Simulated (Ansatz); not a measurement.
## Electronic structure of GaH···HBr in real space

The calculation's input:

```
crystal:
  periodic: [false, false, false]
  atoms:
    - {symbol: Ga, position_ang: [-1.088285, -0.291450, 0.301188]}
    - {symbol: Br, position_ang: [2.542453, 0.681548, -0.702756]}
    - {symbol: H, position_ang: [1.180841, 0.316958, -0.325670]}
    - {symbol: H, position_ang: [-2.634909, -0.706955, 0.727237]}
basis:
  gaussian: {orbitals: def2-TZVPP}
hamiltonian: {xc: pbe0, dispersion: d4}
output: {orbitals: {seedname: orbitals}}
```

Launched as:

```sh
ansatz run in.yaml --threads 2 --pin off --events-out ev --progress --plain --max-ram 4352MiB
```

The product side of a reaction path; geometry: PBE0-D4/def2-TZVP.

Theory: RKS PBE0-D4/def2-TZVPP in Ansatz.

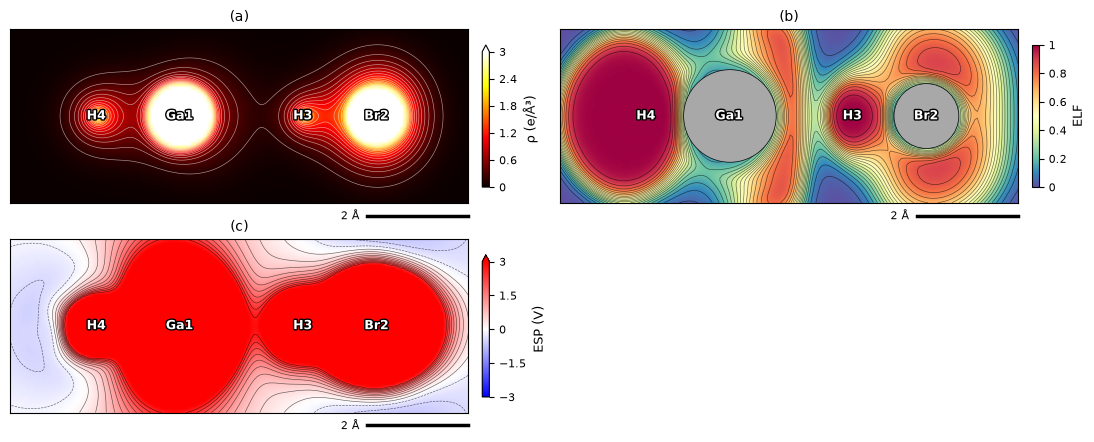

Figure 1. (a) total electron density; (b) electron localisation function; (c) electrostatic potential on a plane that holds the molecular axis. Grey discs cover the atomic cores in the ELF map.

Question: Read the bonding off the picture.

Answer: The plane passes through Ga, Br and H nuclei.
Ga1···H3 (2.43 Å): the density falls to about 0.16 e/Å³ on the way; the ELF dips to about 0.35 between them.
Br–H (1.46 Å): the density is about 1.6 e/Å³ at the midpoint; the ELF climbs to about 1 towards the hydrogen, as it does in any bond to H.
Ga–H (1.66 Å): ρ at the midpoint is about 0.8 e/Å³; the ELF climbs to about 1 towards the hydrogen.
The ELF also peaks beside Br2, away from the bonds: lone-pair regions.
Outside the dense part of the complex the potential is most negative (−0.6 V) near Br2.

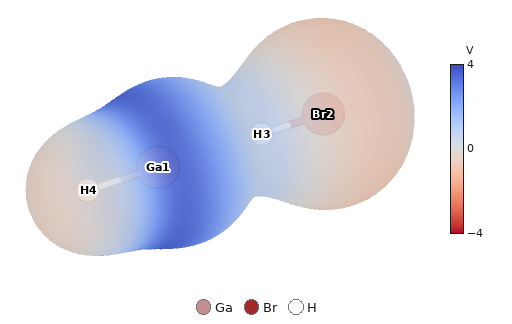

Figure 2. The electrostatic potential painted on the density surface at 0.004 e/bohr³, seen at a tilt; red is negative and blue positive.

Question: Which sites attract a positive test charge, and which a negative one?

Answer: A positive charge is drawn to the negative regions and a negative charge to the positive ones. The most negative region (about −0.7 V, or −16 kcal/mol for a unit charge) lies over Br2, the most positive (about +3.5 V, or +81 kcal/mol for a unit charge) over Ga1. Br2 shows a σ-hole: about +0.6 V, or +14 kcal/mol for a unit charge at the tip opposite its bond, against about −0.7 V, or −16 kcal/mol for a unit charge on its flanks.

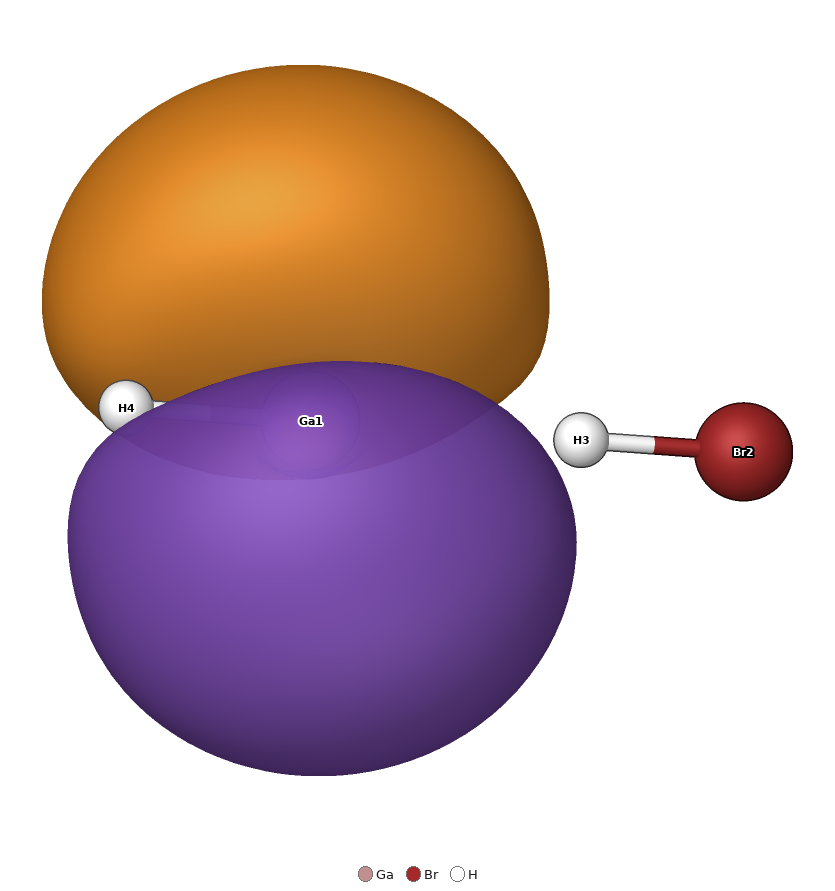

Figure 3. The LUMO at ±0.05 Å⁻³ᐟ² (orange and purple are the two phases), seen from one side.

Question: Describe this orbital and give its energy.

Answer: It lies mainly on Ga1 (about 95 %). It is one of a degenerate set, so its orientation is arbitrary. Its energy is −2.20 eV.
